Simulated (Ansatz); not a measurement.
Input file:

```
crystal:
  lattice:
    - [4.6323008312, 0.0, 0.0]
    - [0.0, 4.6323008312, 0.0]
    - [0.0, 0.0, 4.6323008312]
  atoms:
    - { symbol: Bi, position: [0.0, 0.0, 0.0] }
    - { symbol: S, position: [0.5, 0.5, 0.5] }
    - { symbol: S, position: [0.0, 0.5, 0.5] }
    - { symbol: S, position: [0.5, 0.0, 0.5] }
    - { symbol: S, position: [0.5, 0.5, 0.0] }
basis:
  ecutwfc: 420
kpoints:
  mp_grid: { grid: [8, 8, 8] }
hamiltonian:
  xc: pbe
scf:
  occupations: { method: gaussian, width: 0.1 }
output:
  forces: true
  stress: true
  eigenvalues: true
  write_density: true
  write_potential: true
  elf: true
  volumetric_format: npy
relax:
  adjacent_minimum: "off"
  f_tol: 0.01
  max_steps: 80
  cell: { stress_tol: 0.05 }
```

Command:

```sh
ansatz run input.yaml --threads 1 --pin off --max-ram 2560MiB --backend cpu --events-out ev --progress --plain --runs-dir out
```

Below, planes, directions and counts refer to the conventional cell (a = 4.64 Å, b = 4.64 Å, c = 4.64 Å, α = 90.00°, β = 90.00°, γ = 90.00°).

The fields are those of the relaxed geometry.

Space group Pm-3m; a structure generated by program, which may or may not match a known phase; computed without spin polarisation.

Theory: Ansatz 0.2.0, DFT PBE, scalar-relativistic, plane waves, PAW.

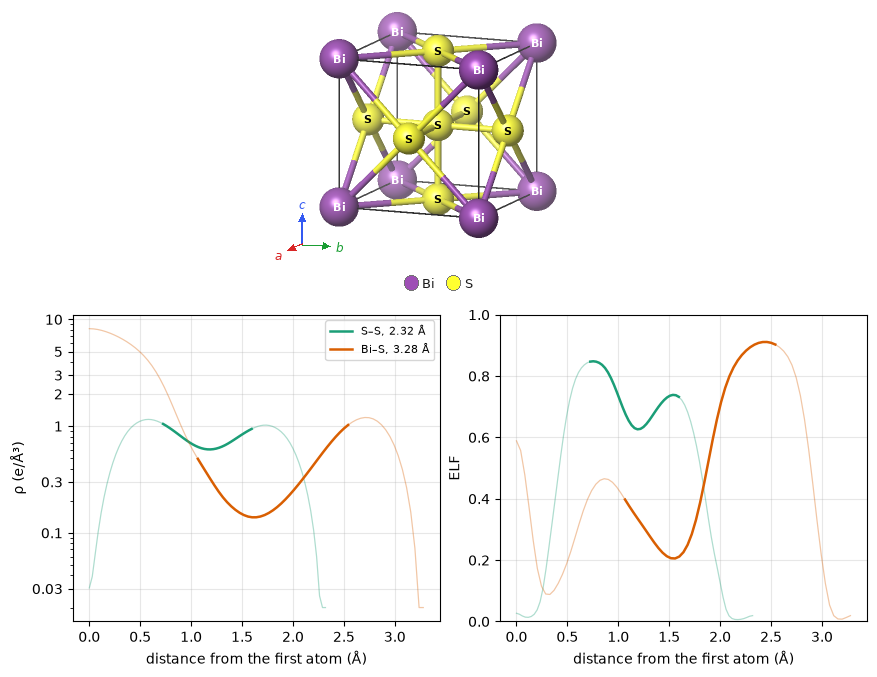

BiS4. Valence charge density (pseudo) and ELF along straight lines between neighbouring atoms. Thin, pale parts lie inside the atomic spheres. The structure is drawn too.

The density is the valence pseudo-density of a PAW calculation; it isn't the true density close to the nuclei.

What can be read from the curves?

S–S (2.32 Å): ρ at the midpoint is about 0.61 e/Å³; the ELF peaks at about 0.85 in the valence shell of S, 0.8 Å from its nucleus, and drops to about 0.65 between the two atoms.
Bi–S (3.28 Å): ρ at the midpoint is about 0.14 e/Å³; the ELF is about 0.25 at the midpoint: no shared electron pair shows on this line.
